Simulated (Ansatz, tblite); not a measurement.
**The cluster W3−: rung by rung**

Aim: run the doublet of the cluster W3− at one geometry on many levels, and compare frontier levels, spin and run time.

Program: Ansatz 0.2.0, Gaussian basis. Level of theory: as each input shows. These are calculated values, not measurements.

Plan: GFN1-xTB, GFN2-xTB, PBE-D4/def2-TZVPD, r2SCAN-D4/def2-TZVPD, r2SCAN0-D4/def2-TZVPD, revPBE-D4/def2-TZVPD, B3LYP-D4/def2-TZVPD, LC-ωPBE/def2-TZVPD, ωB97M-V/def2-TZVPD, PBE-D4/def2-SVPD, PBE0-D4/def2-SVPD, CCSD(T)/def2-TZVPD, RPA/def2-TZVPD.

1 further run of the same task is left out (set aside as unsound or not needed). Runs told in other sessions of the task aren't counted.

## (1) The geometry

The doublet was relaxed beforehand with PBE0-D4/def2-TZVPD. At that level it is the lowest of the isomers that a small search found.

3 atoms, charge -1, spin multiplicity 2.

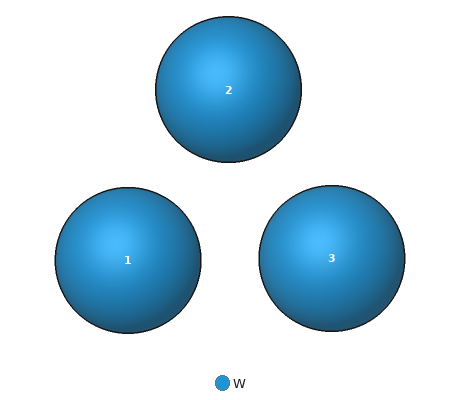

The structure; tungsten blue; atoms are numbered from 1 in the order of the file.

W takes a core potential in the def2 sets. No spin-orbit coupling is included. The ion is computed in the gas phase, without counter-ions or solvent.

PBE0-D4/def2-TZVPD was run before; its log isn't repeated, and its numbers join the tables.

## (2) GFN1-xTB

Tight binding, by tblite at 300 K electronic temperature and without a spin-polarisation term:

```python
tblite.interface.Calculator('GFN1-xTB', numbers, positions, charge=-1, uhf=1).singlepoint()
```

Energy -173.5851 eV; 0.002 s.

## (3) GFN2-xTB

Tight binding, by tblite at 300 K electronic temperature and without a spin-polarisation term:

```python
tblite.interface.Calculator('GFN2-xTB', numbers, positions, charge=-1, uhf=1).singlepoint()
```

Energy -203.4086 eV; 0.005 s.

## (4) PBE-D4/def2-TZVPD

start.molden holds the orbitals of an earlier run on this state, given as this run's starting guess.

Contents of in.yaml:

```yaml
crystal:
  periodic: [false, false, false]
  atoms:
    - {symbol: W, position_ang: [0.019874, 1.677897, 2.237974]}
    - {symbol: W, position_ang: [0.309360, 2.687411, 0.245278]}
    - {symbol: W, position_ang: [0.032766, 0.451592, 0.272448]}
basis:
  gaussian: {orbitals: def2-TZVPD, initial_orbitals: start.molden}
total_charge: -1
magnetization: {spin_polarized: true, initial_magnetization: 1}
hamiltonian: {xc: pbe, dispersion: d4}
scf: {omitted_lower_state_checks: [starts]}
output: {forces: true, orbitals: {seedname: orbitals}}
```

On the command line:

```console
ansatz run in.yaml --threads 4 --pin off --events-out ev --progress --plain --max-ram 3916MiB
```

Log:

```text
Functional definition: PBE
  name "PBE"
  cite "Perdew, Burke & Ernzerhof, Phys. Rev. Lett. 77, 3865 (1996) doi:10.1103/PhysRevLett.77.3865"
  parent pbe
  parameter kappa = 0.804
  parameter beta = 0.06672455060314922
  exchange = pbe_x(kappa = kappa, mu = beta*pi^2/3)
  correlation = pbe_c(beta = beta)
these checks for a lower state are left out or cut short: starts
1038 factors; their error is unknown
mean field evaluation 1: about -5477.7693 eV, gradient 4.8e0 eV
mean field evaluation 2: about -5477.9022 eV, gradient 2.9e-1 eV
mean field evaluation 4: about -5477.9022 eV, gradient 8.0e-2 eV
mean field evaluation 8: about -5477.9025 eV, gradient 9.7e-6 eV
mean field -5477.90250705 eV, -201.3092040783 hartree, gradient 9.7e-6 eV, S^2 0.764566; 0 other end points of the search recorded, 0 dependent functions left out
the calculation of the forces begins
reference -5477.90253928 eV, -201.3092052627 hartree; 22, 21 occupied and 107, 108 virtual orbitals, 1038 factors
Total energy: -5478.04830312 eV, -201.3145619853 hartree
Atom 0 at     0.019874     1.677897     2.237974 Å, force    -0.085984     0.107180     1.192783 eV/Å
Atom 1 at     0.309360     2.687411     0.245278 Å, force     0.159986     0.917004    -0.571140 eV/Å
Atom 2 at     0.032766     0.451592     0.272448 Å, force    -0.074001    -1.024185    -0.621644 eV/Å
Dipole moment:     0.006614     0.038155    -0.023248 e Å
Checks for a lower state left out: starts
```

Wall time 5.5 s (4 threads of Arm Neoverse V2, shared host).

HOMO 0.42 eV, LUMO 0.65 eV (over both spins); ⟨S²⟩ 0.765 (pure: 0.75). Doubts: highest occupied level lies above zero.

## (5) r2SCAN-D4/def2-TZVPD

Changes to in.yaml since step 4:

```diff
@@ -10,4 +10,4 @@
 magnetization: {spin_polarized: true, initial_magnetization: 1}
-hamiltonian: {xc: pbe, dispersion: d4}
+hamiltonian: {xc: r2scan, dispersion: d4}
 scf: {omitted_lower_state_checks: [starts]}
-output: {forces: true, orbitals: {seedname: orbitals}}
+output: {orbitals: {seedname: orbitals}}
```

Same command.

Log (excerpt; [...] marks lines left out):

```text
Functional definition: r2SCAN
  name "r2SCAN"
  cite "Furness, Kaplan, Ning, Perdew & Sun, J. Phys. Chem. Lett. 11, 8208 (2020) doi:10.1021/acs.jpclett.0c02405"
  cite "Furness, Kaplan, Ning, Perdew & Sun, J. Phys. Chem. Lett. 11, 9248 (2020) doi:10.1021/acs.jpclett.0c03077"
  parent r2scan
[...]
1038 factors; their error is unknown
[...]
mean field -5476.15013355 eV, -201.2448055401 hartree, gradient 5.1e-6 eV, S^2 0.989470; 0 other end points of the search recorded, 0 dependent functions left out
reference -5476.15017184 eV, -201.2448069471 hartree; 22, 21 occupied and 107, 108 virtual orbitals, 1038 factors
Total energy: -5476.17183750 eV, -201.2456031454 hartree
Checks for a lower state left out: starts
```

It took 24 s on 4 threads of Arm Neoverse V2, shared host.

From the report: HOMO 0.27 eV, LUMO 0.96 eV (over both spins); ⟨S²⟩ 0.989 (pure: 0.75). Doubts: spin contamination, highest occupied level lies above zero.

## (6) r2SCAN0-D4/def2-TZVPD

Changes to in.yaml since step 5:

```diff
@@ -10,3 +10,3 @@
 magnetization: {spin_polarized: true, initial_magnetization: 1}
-hamiltonian: {xc: r2scan, dispersion: d4}
+hamiltonian: {xc: {name: r2SCAN0}, dispersion: d4}
 scf: {omitted_lower_state_checks: [starts]}
```

Same command.

Log (excerpt; [...] marks lines left out):

```text
Functional definition: r2SCAN0
  name "r2SCAN0"
  cite "Bursch, Neugebauer, Ehlert & Grimme, J. Chem. Phys. 156, 134105 (2022) doi:10.1063/5.0086040"
  cite "Furness, Kaplan, Ning, Perdew & Sun, J. Phys. Chem. Lett. 11, 8208 (2020) doi:10.1021/acs.jpclett.0c02405"
  cite "Furness, Kaplan, Ning, Perdew & Sun, J. Phys. Chem. Lett. 11, 9248 (2020) doi:10.1021/acs.jpclett.0c03077"
  parent r2scan
[...]
1248 factors; their error is unknown
[...]
mean field -5470.31875195 eV, -201.0305062188 hartree, gradient 1.4e-5 eV, S^2 1.679284; 0 other end points of the search recorded, 0 dependent functions left out
reference -5470.31878033 eV, -201.0305072618 hartree; 22, 21 occupied and 107, 108 virtual orbitals, 1248 factors
Total energy: -5470.35085697 eV, -201.0316860568 hartree
Checks for a lower state left out: starts
```

It took 26 s on 4 threads of Arm Neoverse V2, shared host; peak memory 0.68 GiB.

Report: HOMO -0.28 eV, LUMO 1.64 eV (over both spins); ⟨S²⟩ 1.679 (pure: 0.75). Doubts: spin contamination.

## (7) revPBE-D4/def2-TZVPD

Changes to in.yaml since step 6:

```diff
@@ -10,3 +10,3 @@
 magnetization: {spin_polarized: true, initial_magnetization: 1}
-hamiltonian: {xc: {name: r2SCAN0}, dispersion: d4}
+hamiltonian: {xc: {name: revPBE}, dispersion: d4}
 scf: {omitted_lower_state_checks: [starts]}
```

Same command.

Log:

```text
Functional definition: revPBE
  name "revPBE"
  cite "Zhang & Yang, Phys. Rev. Lett. 80, 890 (1998) doi:10.1103/PhysRevLett.80.890"
  cite "Perdew, Burke & Ernzerhof, Phys. Rev. Lett. 77, 3865 (1996) doi:10.1103/PhysRevLett.77.3865"
  parameter kappa = 1.245
  parameter beta = 0.06672455060314922
  exchange = pbe_x(kappa = kappa, mu = beta*pi^2/3)
  correlation = pbe_c(beta = beta)
these checks for a lower state are left out or cut short: starts
1038 factors; their error is unknown
mean field evaluation 1: about -5480.2588 eV, gradient 5.9e0 eV
mean field evaluation 2: about -5480.3834 eV, gradient 3.1e-1 eV
mean field evaluation 4: about -5480.3835 eV, gradient 9.1e-2 eV
mean field evaluation 8: about -5480.3839 eV, gradient 3.3e-5 eV
mean field evaluation 16: about -5480.3839 eV, gradient 5.6e-6 eV
mean field -5480.38390552 eV, -201.4003937902 hartree, gradient 5.5e-6 eV, S^2 0.770257; 0 other end points of the search recorded, 0 dependent functions left out
reference -5480.38394534 eV, -201.4003952535 hartree; 22, 21 occupied and 107, 108 virtual orbitals, 1038 factors
Total energy: -5480.57635428 eV, -201.4074661515 hartree
Checks for a lower state left out: starts
```

Run time: 6 s. Hardware: 4 threads of Arm Neoverse V2, shared host.

HOMO 0.48 eV, LUMO 0.75 eV (over both spins); ⟨S²⟩ 0.770 (pure: 0.75). Doubts: highest occupied level lies above zero.

## (8) B3LYP-D4/def2-TZVPD

Changes to in.yaml since step 7:

```diff
@@ -10,3 +10,3 @@
 magnetization: {spin_polarized: true, initial_magnetization: 1}
-hamiltonian: {xc: {name: revPBE}, dispersion: d4}
+hamiltonian: {xc: {name: B3LYP}, dispersion: d4}
 scf: {omitted_lower_state_checks: [starts]}
```

Launched as before.

Log (excerpt; [...] marks lines left out):

```text
Functional definition: B3LYP
  name "B3LYP"
  cite "Stephens, Devlin, Chabalowski & Frisch, J. Phys. Chem. 98, 11623 (1994) doi:10.1021/j100096a001"
  cite "Becke, Phys. Rev. A 38, 3098 (1988) doi:10.1103/PhysRevA.38.3098"
  cite "Lee, Yang & Parr, Phys. Rev. B 37, 785 (1988) doi:10.1103/PhysRevB.37.785"
  cite "Vosko, Wilk & Nusair, Can. J. Phys. 58, 1200 (1980) doi:10.1139/p80-159"
[...]
1218 factors; their error is unknown
[...]
mean field -5474.88129742 eV, -201.1981766724 hartree, gradient 4.5e-6 eV, S^2 0.772362; 0 other end points of the search recorded, 0 dependent functions left out
reference -5474.88146897 eV, -201.1981829767 hartree; 22, 21 occupied and 107, 108 virtual orbitals, 1218 factors
Total energy: -5475.12424705 eV, -201.2071049065 hartree
Checks for a lower state left out: starts
```

Wall time 11 s (4 threads of Arm Neoverse V2, shared host); peak memory 0.57 GiB.

From the report: HOMO -0.03 eV, LUMO 1.04 eV (over both spins); ⟨S²⟩ 0.772 (pure: 0.75).

## (9) LC-ωPBE/def2-TZVPD

Changes to in.yaml since step 8:

```diff
@@ -10,3 +10,3 @@
 magnetization: {spin_polarized: true, initial_magnetization: 1}
-hamiltonian: {xc: {name: B3LYP}, dispersion: d4}
+hamiltonian: {xc: {name: LC-wPBE}}
 scf: {omitted_lower_state_checks: [starts]}
```

Launched as before.

Log (excerpt; [...] marks lines left out):

```text
Functional definition: LC-wPBE
  name "LC-wPBE"
  cite "Vydrov & Scuseria, J. Chem. Phys. 125, 234109 (2006) doi:10.1063/1.2409292"
  cite "Heyd & Scuseria, J. Chem. Phys. 120, 7274 (2004) doi:10.1063/1.1668634"
  cite "Ernzerhof & Perdew, J. Chem. Phys. 109, 3313 (1998) doi:10.1063/1.476928"
  cite "Perdew, Burke & Ernzerhof, Phys. Rev. Lett. 77, 3865 (1996) doi:10.1103/PhysRevLett.77.3865"
  parent pbe
[...]
1038 factors; their error is unknown
348 factors; integrals over basis functions are off by at most 3.8e-5 eV
[...]
mean field -5470.46131619 eV, -201.0357453581 hartree, gradient 6.5e-6 eV, S^2 2.033797; 0 other end points of the search recorded, 0 dependent functions left out
reference -5470.46131619 eV, -201.0357453583 hartree; 22, 21 occupied and 107, 108 virtual orbitals, 1038 factors
Total energy: -5470.46131619 eV, -201.0357453583 hartree
Checks for a lower state left out: starts
```

Run time: 13 s. Hardware: 4 threads of Arm Neoverse V2, shared host.

Report: HOMO -1.83 eV, LUMO 3.11 eV (over both spins); ⟨S²⟩ 2.034 (pure: 0.75). Doubts: spin contamination.

## (10) ωB97M-V/def2-TZVPD

Changes to in.yaml since step 9:

```diff
@@ -10,3 +10,3 @@
 magnetization: {spin_polarized: true, initial_magnetization: 1}
-hamiltonian: {xc: {name: LC-wPBE}}
+hamiltonian: {xc: {name: wB97M-V}}
 scf: {omitted_lower_state_checks: [starts]}
```

Same command.

Log (excerpt; [...] marks lines left out):

```text
Functional definition: wB97M-V
  name "wB97M-V"
  cite "Mardirossian & Head-Gordon, J. Chem. Phys. 144, 214110 (2016) doi:10.1063/1.4952647"
  cite "Becke, J. Chem. Phys. 107, 8554 (1997) doi:10.1063/1.475007"
  cite "Vydrov & Van Voorhis, J. Chem. Phys. 133, 244103 (2010) doi:10.1063/1.3521275"
  # Of w^i u^j: cxij and so on, Table III.
[...]
  gx(w, u) = 1 - cx + cx01*u + cx10*w
  gss(w, u) = css00 + css04*u^4 + css10*w + css20*w^2 + css43*w^4*u^3
  gos(w, u) = cos00 + cos10*w + (cos20 + cos21*u)*w^2 + (cos60 + cos61*u)*w^6
[...]
      + integral(e_c_pw_mod_opposite_spin*gos(b97_w_opposite, b97_u_opposite)) + vv10(b, c)
[...]
1158 factors; their error is unknown
241 factors; integrals over basis functions are off by at most 1.3e-4 eV
[...]
mean field -5463.47424935 eV, -200.7789753876 hartree, gradient 5.1e-6 eV, S^2 1.252201; 0 other end points of the search recorded, 0 dependent functions left out
reference -5463.47428233 eV, -200.7789765997 hartree; 22, 21 occupied and 107, 108 virtual orbitals, 1158 factors
Total energy: -5463.47428233 eV, -200.7789765997 hartree
Checks for a lower state left out: starts
```

Wall time 62 s (4 threads of Arm Neoverse V2, shared host); peak memory 0.94 GiB.

Report: HOMO -1.66 eV, LUMO 2.36 eV (over both spins); ⟨S²⟩ 1.252 (pure: 0.75). Doubts: spin contamination.

## (11) PBE-D4/def2-SVPD

Changes to in.yaml since step 10:

```diff
@@ -7,6 +7,6 @@
 basis:
-  gaussian: {orbitals: def2-TZVPD, initial_orbitals: start.molden}
+  gaussian: {orbitals: def2-SVPD, initial_orbitals: start.molden}
 total_charge: -1
 magnetization: {spin_polarized: true, initial_magnetization: 1}
-hamiltonian: {xc: {name: wB97M-V}}
+hamiltonian: {xc: pbe, dispersion: d4}
 scf: {omitted_lower_state_checks: [starts]}
```

Launched as before.

Log:

```text
Functional definition: PBE
  name "PBE"
  cite "Perdew, Burke & Ernzerhof, Phys. Rev. Lett. 77, 3865 (1996) doi:10.1103/PhysRevLett.77.3865"
  parent pbe
  parameter kappa = 0.804
  parameter beta = 0.06672455060314922
  exchange = pbe_x(kappa = kappa, mu = beta*pi^2/3)
  correlation = pbe_c(beta = beta)
these checks for a lower state are left out or cut short: starts
948 factors; their error is unknown
mean field evaluation 1: about -5476.8314 eV, gradient 1.2e1 eV
mean field evaluation 2: about -5477.1834 eV, gradient 5.2e-1 eV
mean field evaluation 4: about -5477.1464 eV, gradient 2.5e-1 eV
mean field evaluation 8: about -5477.1475 eV, gradient 1.2e-4 eV
mean field evaluation 16: about -5477.1475 eV, gradient 4.9e-6 eV
mean field -5477.14748300 eV, -201.2814574564 hartree, gradient 4.6e-6 eV, S^2 0.763974; 0 other end points of the search recorded, 0 dependent functions left out
reference -5477.14751130 eV, -201.2814584963 hartree; 22, 21 occupied and 83, 84 virtual orbitals, 948 factors
Total energy: -5477.29327515 eV, -201.2868152189 hartree
Checks for a lower state left out: starts
```

Wall time 5 s (4 threads of Arm Neoverse V2, shared host).

HOMO 0.54 eV, LUMO 0.78 eV (over both spins); ⟨S²⟩ 0.764 (pure: 0.75). Doubts: highest occupied level lies above zero.

## (12) PBE0-D4/def2-SVPD

Changes to in.yaml since step 11:

```diff
@@ -10,3 +10,3 @@
 magnetization: {spin_polarized: true, initial_magnetization: 1}
-hamiltonian: {xc: pbe, dispersion: d4}
+hamiltonian: {xc: pbe0, dispersion: d4}
 scf: {omitted_lower_state_checks: [starts]}
```

Same command.

Log:

```text
Functional definition: PBE0
  name "PBE0"
  cite "Adamo & Barone, J. Chem. Phys. 110, 6158 (1999) doi:10.1063/1.478522"
  cite "Perdew, Burke & Ernzerhof, Phys. Rev. Lett. 77, 3865 (1996) doi:10.1103/PhysRevLett.77.3865"
  parent pbe
  parameter a = 0.25
  parameter kappa = 0.804
  parameter beta = 0.06672455060314922
  exchange = (1 - a)*pbe_x(kappa = kappa, mu = beta*pi^2/3) + a*exact_x
  correlation = pbe_c(beta = beta)
these checks for a lower state are left out or cut short: starts
1068 factors; their error is unknown
mean field evaluation 1: about -5470.7480 eV, gradient 1.0e1 eV
mean field evaluation 2: about -5470.9479 eV, gradient 2.5e-1 eV
mean field evaluation 4: about -5471.1046 eV, gradient 1.4e-1 eV
mean field evaluation 8: about -5471.1047 eV, gradient 2.7e-5 eV
mean field -5471.10474497 eV, -201.0593909297 hartree, gradient 5.5e-6 eV, S^2 0.906285; 0 other end points of the search recorded, 0 dependent functions left out
reference -5471.10476654 eV, -201.0593917224 hartree; 22, 21 occupied and 83, 84 virtual orbitals, 1068 factors
Total energy: -5471.22897518 eV, -201.0639563056 hartree
Checks for a lower state left out: starts
```

It took 9.5 s on 4 threads of Arm Neoverse V2, shared host.

From the report: HOMO -0.06 eV, LUMO 1.44 eV (over both spins); ⟨S²⟩ 0.906 (pure: 0.75). Doubts: spin contamination.

## (13) CCSD(T)/def2-TZVPD

Contents of in.yaml:

```yaml
crystal:
  periodic: [false, false, false]
  atoms:
    - {symbol: W, position_ang: [0.019874, 1.677897, 2.237974]}
    - {symbol: W, position_ang: [0.309360, 2.687411, 0.245278]}
    - {symbol: W, position_ang: [0.032766, 0.451592, 0.272448]}
basis:
  gaussian: {orbitals: def2-TZVPD, initial_orbitals: start.molden}
total_charge: -1
magnetization: {spin_polarized: true, initial_magnetization: 1}
correlation: {method: ccsd_t}
scf: {omitted_lower_state_checks: [starts, cluster_reference]}
output: {orbitals: {seedname: orbitals}}
```

The command is unchanged.

Log (excerpt; [...] marks lines left out):

```text
Functional definition: HF
  name "HF"
  cite "Fock, Z. Phys. 61, 126 (1930) doi:10.1007/BF01340294"
  parent pbe
[...]
1131 factors; integrals over basis functions are off by at most 5.4e-4 eV
[...]
mean field -5412.45959091 eV, -198.9042212690 hartree, gradient 5.9e-6 eV, S^2 4.919515; 0 other end points of the search recorded, 0 dependent functions left out
reference -5412.45959091 eV, -198.9042212690 hartree; 22, 21 occupied and 107, 108 virtual orbitals, 1131 factors
second order -30.94002606 eV of doubles, -0.00000000 eV of singles
cycle   1  -24.79811986 eV  change     6.1e0 eV  update   4.7e-1
[...]
cycle  25  -30.30669455 eV  change   -2.6e-5 eV  update   2.1e-5
perturbative correction -2.60852421 eV, -0.0958614966 hartree
Total energy: -5445.37480967 eV, -200.1138332477 hartree
Checks for a lower state left out: starts, cluster_reference
```

It took 72 s on 4 threads of Arm Neoverse V2, shared host; peak memory 1.8 GiB.

Hartree-Fock HOMO -0.60 eV, LUMO 3.68 eV (over both spins); ⟨S²⟩ 4.920 (pure: 0.75); T1 0.135. Doubts: large T1 diagnostic, spin contamination.

## (14) RPA/def2-TZVPD

Changes to in.yaml since step 13:

```diff
@@ -10,4 +10,4 @@
 magnetization: {spin_polarized: true, initial_magnetization: 1}
-correlation: {method: ccsd_t}
-scf: {omitted_lower_state_checks: [starts, cluster_reference]}
-output: {orbitals: {seedname: orbitals}}
+hamiltonian: {xc: pbe}
+correlation: {method: rpa}
+scf: {omitted_lower_state_checks: [starts]}
```

Launched as before.

Log:

```text
Functional definition: PBE
  name "PBE"
  cite "Perdew, Burke & Ernzerhof, Phys. Rev. Lett. 77, 3865 (1996) doi:10.1103/PhysRevLett.77.3865"
  parent pbe
  parameter kappa = 0.804
  parameter beta = 0.06672455060314922
  exchange = pbe_x(kappa = kappa, mu = beta*pi^2/3)
  correlation = pbe_c(beta = beta)
these checks for a lower state are left out or cut short: starts
1131 factors; integrals over basis functions are off by at most 5.4e-4 eV
mean field evaluation 1: about -5477.7808 eV, gradient 4.7e0 eV
mean field evaluation 2: about -5477.9106 eV, gradient 2.9e-1 eV
mean field evaluation 4: about -5477.9022 eV, gradient 7.8e-2 eV
mean field evaluation 8: about -5477.9025 eV, gradient 7.1e-6 eV
mean field -5477.90248637 eV, -201.3092033185 hartree, gradient 1.7e-6 eV, S^2 0.764566; 0 other end points of the search recorded, 0 dependent functions left out
reference -5408.13971950 eV, -198.7454689228 hartree; 22, 21 occupied and 107, 108 virtual orbitals, 1131 factors
Total energy: -5455.04481167 eV, -200.4691992668 hartree
Checks for a lower state left out: starts
```

Run time: 7 s. Hardware: 4 threads of Arm Neoverse V2, shared host.

Report: ⟨S²⟩ 0.765 (pure: 0.75).

## (15) Comparison

```
                level  functions  HOMO (eV)  LUMO (eV)  gap (eV)   ⟨S²⟩   time
     PBE-D4/def2-SVPD        105       0.54       0.78      0.23  0.764    5 s
    PBE-D4/def2-TZVPD        129       0.42       0.65      0.23  0.765  5.5 s
 revPBE-D4/def2-TZVPD        129       0.48       0.75      0.27  0.770    6 s
 r2SCAN-D4/def2-TZVPD        129       0.27       0.96      0.69  0.989   24 s
  B3LYP-D4/def2-TZVPD        129      -0.03       1.04      1.06  0.772   11 s
    PBE0-D4/def2-SVPD        105      -0.06       1.44      1.50  0.906  9.5 s
   PBE0-D4/def2-TZVPD        129      -0.16       1.32      1.48  0.919   35 s
r2SCAN0-D4/def2-TZVPD        129      -0.28       1.64      1.92  1.679   26 s
   LC-ωPBE/def2-TZVPD        129      -1.83       3.11      4.93  2.034   13 s
   ωB97M-V/def2-TZVPD        129      -1.66       2.36      4.03  1.252   62 s
```

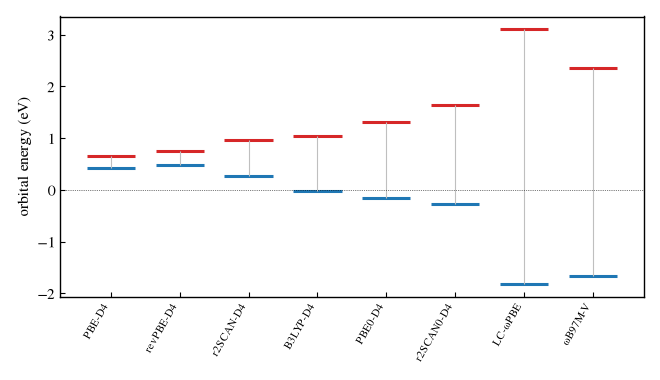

Highest filled (blue) and lowest empty (red) level in def2-TZVPD, over both spins.

The pieces so far (eV):

| basis | HF | MP2 correlation | CCSD correlation | (T) | total |
| --- | --- | --- | --- | --- | --- |
| def2-TZVPD | -5412.4596 | -30.9400 | -30.3067 | -2.6085 | -5445.3748 |

## (16) Summary of results

```
                                                   quantity                                value
 gap in def2-TZVPD, named functionals, smallest and largest  0.23 eV (PBE-D4), 4.93 eV (LC-ωPBE)
                     correlation energy, CCSD(T)/def2-TZVPD                            -32.92 eV
⟨S²⟩ in def2-TZVPD, named functionals, smallest and largest                         0.765, 2.034
            PBE0 total energy, smallest basis above largest      0.83 eV (def2-SVPD, def2-TZVPD)
```

In words: Over the named functionals in def2-TZVPD the gap runs from 0.23 eV (PBE-D4) to 4.93 eV (LC-ωPBE); exact exchange widens it. Over the named functionals in def2-TZVPD spin contamination reaches 1.28 (LC-ωPBE), so some levels may describe another state. PBE-D4, revPBE-D4, r2SCAN-D4 put the HOMO above zero; others here keep it below zero, so the sign hangs on the functional's self-interaction and doesn't show that the species is unbound. Notes on CCSD(T)/def2-TZVPD: large T1 diagnostic, spin contamination.

The slowest run with a step of its own, CCSD(T)/def2-TZVPD, took 72 s; the quickest functional in def2-TZVPD took 5.5 s (shared host).
